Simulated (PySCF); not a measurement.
**Run report: CHClNSi, property calculation**

System: CHClNSi, multiplicity 2.
Method: BP86/cc-pVDZ, UKS (PySCF 2.14.0).

The geometry comes from this level: PBE0-D4/def2-TZVP.

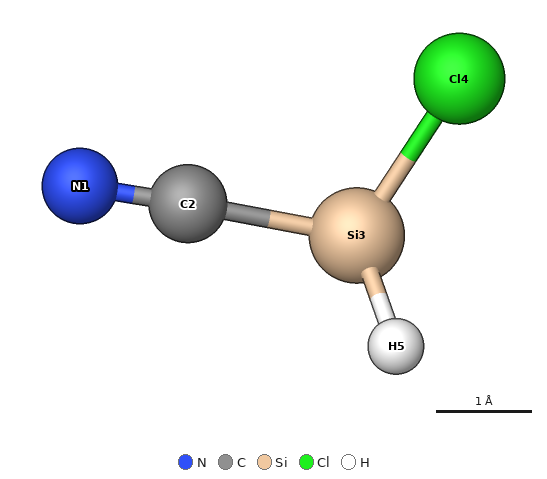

Fig. 1: The structure (ball-and-stick view, seen on its broad side; atoms are numbered from 1 in the order of the input). Bond lengths as drawn: Cl–Si 2.03 Å, C–N 1.15 Å, C–Si 1.83 Å and H–Si 1.48 Å.

Input file (calc.py)
```python
from pyscf import gto, dft

system = gto.M(
    atom='''
N     -2.589303     0.246609    -3.453474
C     -1.428822     0.014173    -1.621385
Si     0.199177    -0.586004     1.379500
Cl     3.855230    -1.532001     0.655735
H      0.058015     1.717761     2.961390
''',
    spin=1,
    verbose=4,
    unit='bohr',
    charge=0,
    max_memory=1860,
    basis='cc-pvdz',
)

myscf = dft.UKS(system)
myscf.xc = 'bp86'
myscf = myscf.density_fit(auxbasis='sto-3g')
myscf.grids.level = 4
myscf.conv_tol = 1e-10
myscf.kernel()
if not myscf.converged:
    myscf = myscf.newton().run(myscf.mo_coeff, myscf.mo_occ)

e_tot = myscf.e_tot
print('E(%s) = %.9f' % ('BP86', e_tot))
myscf.analyze()
quad = myscf.quad_moment()
```

Hardware: 1 thread of Intel Xeon (Sapphire Rapids), 16 GiB of memory available, shared host.

Launch command:
```bash
OMP_NUM_THREADS=1 python calc.py
```

Log
```
PySCF version 2.14.0

[INPUT] num. atoms = 5
[INPUT] num. electrons = 45
[INPUT] charge = 0
[INPUT] spin (= nelec alpha-beta = 2S) = 1
[INPUT] symmetry False subgroup None
[INPUT] Mole.unit = bohr
[INPUT] Symbol           X                Y                Z      unit          X                Y                Z       unit  Magmom
[INPUT]  1 N     -1.370200139767   0.130499862808  -1.827499739305 AA   -2.589303000000   0.246609000000  -3.453474000000 Bohr   0.0
[INPUT]  2 C     -0.756100040861   0.007500028610  -0.857999992128 AA   -1.428822000000   0.014173000000  -1.621385000000 Bohr   0.0
[INPUT]  3 Si     0.105399929339  -0.310099962308   0.729999962464 AA    0.199177000000  -0.586004000000   1.379500000000 Bohr   0.0
[INPUT]  4 Cl     2.040099858855  -0.810700016307   0.347000018403 AA    3.855230000000  -1.532001000000   0.655735000000 Bohr   0.0
[INPUT]  5 H      0.030700215892   0.908999975007   1.567100100646 AA    0.058015000000   1.717761000000   2.961390000000 Bohr   0.0

nuclear repulsion = 165.292701334415
number of shells = 23
number of NR pGTOs = 141
number of NR cGTOs = 69
basis = cc-pvdz
ecp = {}

******** <class 'pyscf.df.df_jk.DFUKS'> ********
method = DFUKS
initial guess = minao
damping factor = 0
level_shift factor = 0
DIIS = <class 'pyscf.scf.diis.CDIIS'>
diis_start_cycle = 1
diis_space = 8
diis_damp = 0
SCF conv_tol = 1e-10
SCF conv_tol_grad = None
SCF max_cycles = 50
direct_scf = False
number electrons alpha = 23  beta = 22
XC library pyscf.dft.libxc version 7.0.0
    S. Lehtola, C. Steigemann, M. J.T. Oliveira, and M. A.L. Marques.,  SoftwareX 7, 1–5 (2018)
XC functionals = bp86
    A. D. Becke.,  Phys. Rev. A 38, 3098 (1988)
    J. P. Perdew.,  Phys. Rev. B 33, 8822 (1986)
radial grids:
    Treutler-Ahlrichs [JCP 102, 346 (1995); DOI:10.1063/1.469408] (M4) radial grids

becke partition: Becke, JCP 88, 2547 (1988); DOI:10.1063/1.454033
pruning grids: <function nwchem_prune>
grids dens level: 4
symmetrized grids: False
atomic radii adjust function: <function treutler_atomic_radii_adjust>
small_rho_cutoff = 0
Set gradient conv threshold to 1e-05
tot grids = 129800
init E= -847.760221226791
  alpha nocc = 23  HOMO = -0.199744895939836  LUMO = -0.0900112394650456
  beta  nocc = 22  HOMO = -0.355746265210303  LUMO = -0.199744895939836

WARN: HOMO -0.199744895939836 >= LUMO -0.199744895939836

cycle= 1 E= -847.465515119763  delta_E= 0.295  |g|= 0.265  |ddm|=  1.7
  alpha nocc = 23  HOMO = -0.250678780199213  LUMO = -0.0602377218317085
  beta  nocc = 22  HOMO = -0.277490664894775  LUMO = -0.2078802761366
  HOMO = -0.250678780199  LUMO = -0.207880276137  gap/eV = 1.16461
cycle= 2 E= -847.247137690192  delta_E= 0.218  |g|= 0.665  |ddm|= 0.753
  alpha nocc = 23  HOMO = -0.230436934510372  LUMO = -0.0555305043885643
  beta  nocc = 22  HOMO = -0.299062977529081  LUMO = -0.177901392424431
  HOMO = -0.23043693451  LUMO = -0.177901392424  gap/eV = 1.42956
cycle= 3 E= -847.507619093186  delta_E= -0.26  |g|= 0.122  |ddm|= 0.54
  alpha nocc = 23  HOMO = -0.223618159226707  LUMO = -0.0524376491363556
  beta  nocc = 22  HOMO = -0.310447720138648  LUMO = -0.1682072692427
  HOMO = -0.223618159227  LUMO = -0.168207269243  gap/eV = 1.50781
cycle= 4 E= -847.514209186795  delta_E= -0.00659  |g|= 0.0436  |ddm|= 0.125
  alpha nocc = 23  HOMO = -0.225640005097694  LUMO = -0.0524078146893383
  beta  nocc = 22  HOMO = -0.303381165597433  LUMO = -0.166334851864732
  HOMO = -0.225640005098  LUMO = -0.166334851865  gap/eV = 1.61378
cycle= 5 E= -847.515368539947  delta_E= -0.00116  |g|= 0.00941  |ddm|= 0.0507
  alpha nocc = 23  HOMO = -0.226410601933133  LUMO = -0.0512552646485256
  beta  nocc = 22  HOMO = -0.304080041363247  LUMO = -0.166136590047318
  HOMO = -0.226410601933  LUMO = -0.166136590047  gap/eV = 1.64014
cycle= 6 E= -847.515438217135  delta_E= -6.97e-05  |g|= 0.00198  |ddm|= 0.0136
  alpha nocc = 23  HOMO = -0.226461797413752  LUMO = -0.0515793055449141
  beta  nocc = 22  HOMO = -0.304012896703612  LUMO = -0.166029292487603
  HOMO = -0.226461797414  LUMO = -0.166029292488  gap/eV = 1.64445
cycle= 7 E= -847.515440786952  delta_E= -2.57e-06  |g|= 0.000601  |ddm|= 0.00301
  alpha nocc = 23  HOMO = -0.226467513313774  LUMO = -0.0514392625258031
  beta  nocc = 22  HOMO = -0.304011445698015  LUMO = -0.165947217865721
  HOMO = -0.226467513314  LUMO = -0.165947217866  gap/eV = 1.64684
cycle= 8 E= -847.515441073395  delta_E= -2.86e-07  |g|= 0.000167  |ddm|= 0.000933
  alpha nocc = 23  HOMO = -0.22645405434333  LUMO = -0.0514417997857457
  beta  nocc = 22  HOMO = -0.303962489809098  LUMO = -0.165923717094922
  HOMO = -0.226454054343  LUMO = -0.165923717095  gap/eV = 1.64711
cycle= 9 E= -847.515441090751  delta_E= -1.74e-08  |g|= 3.39e-05  |ddm|= 0.000234
  alpha nocc = 23  HOMO = -0.226460118246673  LUMO = -0.0514463770507341
  beta  nocc = 22  HOMO = -0.303965319299721  LUMO = -0.165926062678361
  HOMO = -0.226460118247  LUMO = -0.165926062678  gap/eV = 1.64722
cycle= 10 E= -847.5154410923  delta_E= -1.55e-09  |g|= 1.17e-05  |ddm|= 6.9e-05
  alpha nocc = 23  HOMO = -0.226459555658066  LUMO = -0.0514449962981849
  beta  nocc = 22  HOMO = -0.303964914911522  LUMO = -0.165925278233714
  HOMO = -0.226459555658  LUMO = -0.165925278234  gap/eV = 1.64722
cycle= 11 E= -847.515441092489  delta_E= -1.89e-10  |g|= 4.39e-06  |ddm|= 2.21e-05
  alpha nocc = 23  HOMO = -0.226459530496473  LUMO = -0.0514448193922807
  beta  nocc = 22  HOMO = -0.303965128793392  LUMO = -0.165925246566271
  HOMO = -0.226459530496  LUMO = -0.165925246566  gap/eV = 1.64722
cycle= 12 E= -847.515441092513  delta_E= -2.39e-11  |g|= 1.77e-06  |ddm|= 9.02e-06
  alpha nocc = 23  HOMO = -0.226459404317567  LUMO = -0.0514449591284585
  beta  nocc = 22  HOMO = -0.303965128952144  LUMO = -0.165925242789716
  HOMO = -0.226459404318  LUMO = -0.16592524279  gap/eV = 1.64722
```

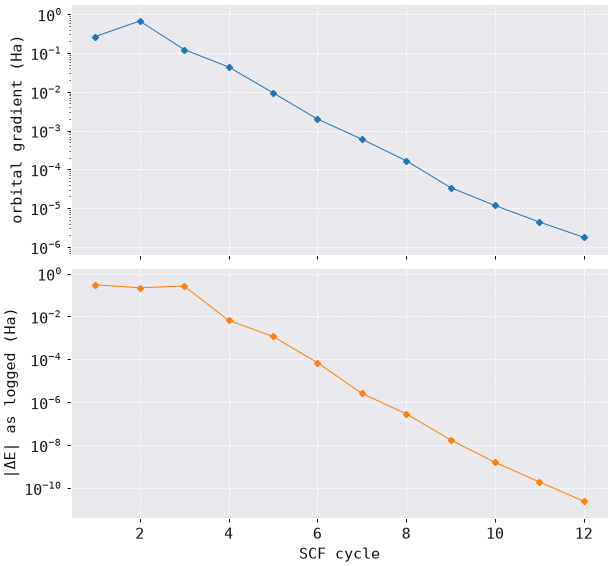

Fig. 2: Convergence of the self-consistent field: orbital gradient and size of the energy change against the SCF cycle. The residual comes down, with one marked jump up, by a factor of about 2.5, at step 2.

```
Extra cycle  E= -847.515441092506  delta_E= 6.93e-12  |g|= 4.13e-06  |ddm|= 4.41e-06
converged SCF energy = -847.515441092506  <S^2> = 0.75169285  2S+1 = 2.0016921
E(BP86) = -847.515441093
**** SCF Summaries ****
Total Energy =                        -847.515441092505853
Nuclear Repulsion Energy =             165.292701334414602
One-electron Energy =                -1491.521144639956219
Two-electron Energy =                  478.713002213035793
Two-electron Coulomb Energy =          540.762254351203296
DFT Exchange-Correlation Energy =      -62.049252138167489
HOMO-LUMO gap [eV] =                     1.647218436731379
**** MO energy ****
                             alpha | beta                alpha | beta
MO #1   energy= -101.93732330386   | -101.93655968457   occ= 1 | 1
MO #2   energy= -66.5990696050846  | -66.5966881239592  occ= 1 | 1
MO #3   energy= -14.8226657240675  | -14.8213086597737  occ= 1 | 1
MO #4   energy= -10.5976798981169  | -10.5975176601128  occ= 1 | 1
MO #5   energy= -9.3299251688871   | -9.32916262587659  occ= 1 | 1
MO #6   energy= -6.94562487533637  | -6.94472690986099  occ= 1 | 1
MO #7   energy= -6.94269970490991  | -6.94188745213403  occ= 1 | 1
MO #8   energy= -6.94236120932182  | -6.94097313487126  occ= 1 | 1
MO #9   energy= -5.28676137539566  | -5.28365553183033  occ= 1 | 1
MO #10  energy= -3.54040994308889  | -3.53746557357746  occ= 1 | 1
MO #11  energy= -3.53953873844676  | -3.53459971131792  occ= 1 | 1
MO #12  energy= -3.53563767817954  | -3.53210591294908  occ= 1 | 1
MO #13  energy= -0.929782749835504 | -0.926918573080563 occ= 1 | 1
MO #14  energy= -0.808402698554393 | -0.804292555249584 occ= 1 | 1
MO #15  energy= -0.590325253922771 | -0.581375103961795 occ= 1 | 1
MO #16  energy= -0.466143004404815 | -0.459794844287158 occ= 1 | 1
MO #17  energy= -0.415032571276553 | -0.409561077216071 occ= 1 | 1
MO #18  energy= -0.380546857324709 | -0.37737435784084  occ= 1 | 1
MO #19  energy= -0.342481510558986 | -0.332814856156028 occ= 1 | 1
MO #20  energy= -0.323708785663524 | -0.321673246965785 occ= 1 | 1
MO #21  energy= -0.317031228347648 | -0.311155620153891 occ= 1 | 1
MO #22  energy= -0.305776219559446 | -0.303965128952144 occ= 1 | 1
MO #23  energy= -0.226459404317567 | -0.165925242789716 occ= 1 | 0
MO #24  energy= -0.0591095900047369 | -0.0514449591284585 occ= 0 | 0
MO #25  energy= -0.0408666721362869 | -0.0246885069639835 occ= 0 | 0
MO #26  energy= 0.0276791894179995 | 0.0459038154826144 occ= 0 | 0
MO #27  energy= 0.0525867007055774 | 0.0625650047469004 occ= 0 | 0
MO #28  energy= 0.0830878314478753 | 0.106421558979003  occ= 0 | 0
MO #29  energy= 0.166358195146628  | 0.17466023557212   occ= 0 | 0
MO #30  energy= 0.225423538481664  | 0.236924973918168  occ= 0 | 0
MO #31  energy= 0.259464088500882  | 0.273999592275845  occ= 0 | 0
MO #32  energy= 0.290734121508533  | 0.318592253714801  occ= 0 | 0
MO #33  energy= 0.305549825077812  | 0.321541786872612  occ= 0 | 0
MO #34  energy= 0.314601319311065  | 0.327905667622593  occ= 0 | 0
MO #35  energy= 0.369097859928246  | 0.391485007316388  occ= 0 | 0
MO #36  energy= 0.427456568181565  | 0.451759541219559  occ= 0 | 0
MO #37  energy= 0.45068783664202   | 0.466703660660711  occ= 0 | 0
MO #38  energy= 0.494396129370962  | 0.499643144973241  occ= 0 | 0
MO #39  energy= 0.533910352525898  | 0.538617320733652  occ= 0 | 0
MO #40  energy= 0.562861762422516  | 0.564400403656881  occ= 0 | 0
MO #41  energy= 0.572519175155985  | 0.579184859264639  occ= 0 | 0
MO #42  energy= 0.603696295438743  | 0.609576689495366  occ= 0 | 0
MO #43  energy= 0.612044108328017  | 0.614839564517945  occ= 0 | 0
MO #44  energy= 0.629872107333253  | 0.63410728349907   occ= 0 | 0
MO #45  energy= 0.635096881557671  | 0.641501207348523  occ= 0 | 0
MO #46  energy= 0.680426345512586  | 0.684940443673237  occ= 0 | 0
MO #47  energy= 0.719305683163507  | 0.725777976729585  occ= 0 | 0
MO #48  energy= 0.746808153734574  | 0.751233810301488  occ= 0 | 0
MO #49  energy= 0.754964264335996  | 0.768542939095624  occ= 0 | 0
MO #50  energy= 0.785591354369593  | 0.792201801859845  occ= 0 | 0
MO #51  energy= 0.855653735848956  | 0.860833224336717  occ= 0 | 0
MO #52  energy= 0.872061967035094  | 0.873795846607273  occ= 0 | 0
MO #53  energy= 0.880495774055281  | 0.888903270806785  occ= 0 | 0
MO #54  energy= 1.00384310006651   | 1.00475702520346   occ= 0 | 0
MO #55  energy= 1.02414882055098   | 1.02697968375419   occ= 0 | 0
MO #56  energy= 1.05239825997694   | 1.05755373577153   occ= 0 | 0
MO #57  energy= 1.16822088931932   | 1.17328119558743   occ= 0 | 0
MO #58  energy= 1.20753893515614   | 1.21556090761576   occ= 0 | 0
MO #59  energy= 1.26959479353618   | 1.27598026136427   occ= 0 | 0
MO #60  energy= 1.35901841056385   | 1.36869784180767   occ= 0 | 0
MO #61  energy= 1.41995701817016   | 1.42687458131587   occ= 0 | 0
MO #62  energy= 1.48744419808895   | 1.49218368928293   occ= 0 | 0
MO #63  energy= 1.74536116617511   | 1.75106729558994   occ= 0 | 0
MO #64  energy= 1.75949120719097   | 1.76476343727277   occ= 0 | 0
MO #65  energy= 1.82407731908142   | 1.83347209581609   occ= 0 | 0
MO #66  energy= 2.24765185314663   | 2.25264585473352   occ= 0 | 0
MO #67  energy= 2.27260238226225   | 2.27441667619928   occ= 0 | 0
MO #68  energy= 2.39398175773895   | 2.39844220864022   occ= 0 | 0
MO #69  energy= 2.71252504657164   | 2.71480778629945   occ= 0 | 0

To work with the spin densities directly, `use mulliken_meta_spin()` only printing them here.

 ** Mulliken spin pop alpha/beta on meta-lowdin orthogonal AOs **
 ** Mulliken Spin Density (per AO)  **
spin_pop of  0 N 1s        0.00000
spin_pop of  0 N 2s        0.00113
spin_pop of  0 N 3s        0.00003
spin_pop of  0 N 2px       0.02730
spin_pop of  0 N 2py       0.05299
spin_pop of  0 N 2pz       0.00029
spin_pop of  0 N 3px       0.00006
spin_pop of  0 N 3py       0.00015
spin_pop of  0 N 3pz      -0.00001
spin_pop of  0 N 3dxy      0.00001
spin_pop of  0 N 3dyz      0.00007
spin_pop of  0 N 3dz^2    -0.00003
spin_pop of  0 N 3dxz      0.00005
spin_pop of  0 N 3dx2-y2    0.00002
spin_pop of  1 C 1s        0.00000
spin_pop of  1 C 2s        0.00565
spin_pop of  1 C 3s        0.00002
spin_pop of  1 C 2px      -0.00236
spin_pop of  1 C 2py      -0.01369
spin_pop of  1 C 2pz       0.00064
spin_pop of  1 C 3px       0.00010
spin_pop of  1 C 3py       0.00026
spin_pop of  1 C 3pz       0.00003
spin_pop of  1 C 3dxy      0.00004
spin_pop of  1 C 3dyz      0.00056
spin_pop of  1 C 3dz^2    -0.00001
spin_pop of  1 C 3dxz      0.00015
spin_pop of  1 C 3dx2-y2    0.00012
spin_pop of  2 Si 1s        0.00000
spin_pop of  2 Si 2s        0.00004
spin_pop of  2 Si 3s        0.20523
spin_pop of  2 Si 4s        0.00374
spin_pop of  2 Si 2px      -0.00000
spin_pop of  2 Si 2py       0.00001
spin_pop of  2 Si 2pz      -0.00000
spin_pop of  2 Si 3px       0.08903
spin_pop of  2 Si 3py       0.38194
spin_pop of  2 Si 3pz       0.11176
spin_pop of  2 Si 4px       0.00017
spin_pop of  2 Si 4py       0.00024
spin_pop of  2 Si 4pz       0.00035
spin_pop of  2 Si 3dxy      0.00414
spin_pop of  2 Si 3dyz      0.00086
spin_pop of  2 Si 3dz^2    -0.00003
spin_pop of  2 Si 3dxz      0.00009
spin_pop of  2 Si 3dx2-y2    0.00043
spin_pop of  3 Cl 1s        0.00000
spin_pop of  3 Cl 2s       -0.00000
spin_pop of  3 Cl 3s        0.00102
spin_pop of  3 Cl 4s        0.00007
spin_pop of  3 Cl 2px       0.00000
spin_pop of  3 Cl 2py       0.00000
spin_pop of  3 Cl 2pz       0.00000
spin_pop of  3 Cl 3px       0.03817
spin_pop of  3 Cl 3py       0.04747
spin_pop of  3 Cl 3pz       0.02156
spin_pop of  3 Cl 4px       0.00017
spin_pop of  3 Cl 4py       0.00081
spin_pop of  3 Cl 4pz       0.00023
spin_pop of  3 Cl 3dxy      0.00027
spin_pop of  3 Cl 3dyz      0.00000
spin_pop of  3 Cl 3dz^2    -0.00002
spin_pop of  3 Cl 3dxz      0.00003
spin_pop of  3 Cl 3dx2-y2   -0.00017
spin_pop of  4 H 1s        0.01771
spin_pop of  4 H 2s        0.00139
spin_pop of  4 H 2px       0.00002
spin_pop of  4 H 2py      -0.00060
spin_pop of  4 H 2pz       0.00028
 ** Mulliken Spin Density (per atom)  **
spin density of  0 N =      0.08207
spin density of  1 C =     -0.00848
spin density of  2 Si =      0.79798
spin density of  3 Cl =      0.10963
spin density of  4 H =      0.01881
 ** Mulliken pop alpha/beta on meta-lowdin orthogonal AOs **
 ** Mulliken pop       alpha | beta **
pop of  0 N 1s        0.99996 | 0.99996
pop of  0 N 2s        0.79045 | 0.78933
pop of  0 N 3s        0.00612 | 0.00609
pop of  0 N 2px       0.58168 | 0.55438
pop of  0 N 2py       0.53037 | 0.47738
pop of  0 N 2pz       0.66953 | 0.66924
pop of  0 N 3px       0.00031 | 0.00025
pop of  0 N 3py       0.00020 | 0.00005
pop of  0 N 3pz       0.00056 | 0.00057
pop of  0 N 3dxy      0.00062 | 0.00060
pop of  0 N 3dyz      0.00152 | 0.00146
pop of  0 N 3dz^2     0.00267 | 0.00269
pop of  0 N 3dxz      0.00311 | 0.00306
pop of  0 N 3dx2-y2    0.00070 | 0.00068
pop of  1 C 1s        0.99992 | 0.99992
pop of  1 C 2s        0.54156 | 0.53590
pop of  1 C 3s        0.00614 | 0.00612
pop of  1 C 2px       0.50432 | 0.50668
pop of  1 C 2py       0.48050 | 0.49420
pop of  1 C 2pz       0.53448 | 0.53384
pop of  1 C 3px       0.00236 | 0.00226
pop of  1 C 3py       0.00065 | 0.00039
pop of  1 C 3pz       0.00538 | 0.00535
pop of  1 C 3dxy      0.00050 | 0.00045
pop of  1 C 3dyz      0.00149 | 0.00093
pop of  1 C 3dz^2     0.00220 | 0.00221
pop of  1 C 3dxz      0.00246 | 0.00231
pop of  1 C 3dx2-y2    0.00063 | 0.00051
pop of  2 Si 1s        1.00000 | 1.00000
pop of  2 Si 2s        0.99997 | 0.99994
pop of  2 Si 3s        0.66739 | 0.46217
pop of  2 Si 4s        0.00982 | 0.00609
pop of  2 Si 2px       0.99995 | 0.99996
pop of  2 Si 2py       0.99997 | 0.99996
pop of  2 Si 2pz       0.99995 | 0.99995
pop of  2 Si 3px       0.31116 | 0.22213
pop of  2 Si 3py       0.61291 | 0.23097
pop of  2 Si 3pz       0.40711 | 0.29535
pop of  2 Si 4px       0.00806 | 0.00789
pop of  2 Si 4py       0.00804 | 0.00780
pop of  2 Si 4pz       0.00969 | 0.00934
pop of  2 Si 3dxy      0.00864 | 0.00450
pop of  2 Si 3dyz      0.00599 | 0.00513
pop of  2 Si 3dz^2     0.00540 | 0.00544
pop of  2 Si 3dxz      0.00809 | 0.00800
pop of  2 Si 3dx2-y2    0.00716 | 0.00673
pop of  3 Cl 1s        1.00000 | 1.00000
pop of  3 Cl 2s        0.99997 | 0.99997
pop of  3 Cl 3s        0.92799 | 0.92697
pop of  3 Cl 4s        0.00048 | 0.00041
pop of  3 Cl 2px       0.99994 | 0.99993
pop of  3 Cl 2py       0.99995 | 0.99995
pop of  3 Cl 2pz       0.99995 | 0.99995
pop of  3 Cl 3px       0.80300 | 0.76483
pop of  3 Cl 3py       0.96122 | 0.91375
pop of  3 Cl 3pz       0.95893 | 0.93737
pop of  3 Cl 4px       0.00236 | 0.00219
pop of  3 Cl 4py       0.00186 | 0.00105
pop of  3 Cl 4pz       0.00139 | 0.00117
pop of  3 Cl 3dxy      0.00184 | 0.00157
pop of  3 Cl 3dyz      0.00014 | 0.00014
pop of  3 Cl 3dz^2     0.00111 | 0.00113
pop of  3 Cl 3dxz      0.00134 | 0.00131
pop of  3 Cl 3dx2-y2    0.00288 | 0.00305
pop of  4 H 1s        0.56552 | 0.54781
pop of  4 H 2s        0.01961 | 0.01821
pop of  4 H 2px       0.00017 | 0.00015
pop of  4 H 2py       0.00719 | 0.00779
pop of  4 H 2pz       0.00342 | 0.00314
In total            23.00000 | 22.00000
 ** Mulliken atomic charges   ( Nelec_alpha | Nelec_beta ) **
charge of  0N =     -0.09354  (     3.58780      3.50574 )
charge of  1C =     -0.17369  (     3.08260      3.09109 )
charge of  2Si =      0.65936  (     7.06931      6.27133 )
charge of  3Cl =     -0.21911  (     8.66437      8.55474 )
charge of  4H =     -0.17302  (     0.59591      0.57710 )
Dipole moment(X, Y, Z, Debye):  0.44918,  0.14437,  2.42500
Traceless quadrupole moment (Debye*A):
```

Key numbers

- outcome: converged
- total energy: −847.515441 hartree
- basis functions: 69
- ⟨S²⟩: 0.752
- dipole moment: 2.47 D
- wall time: 11 s
- peak memory: 0.34 GiB

The record of the run, not the program, notes: logged alpha LUMO and gap are faulty.
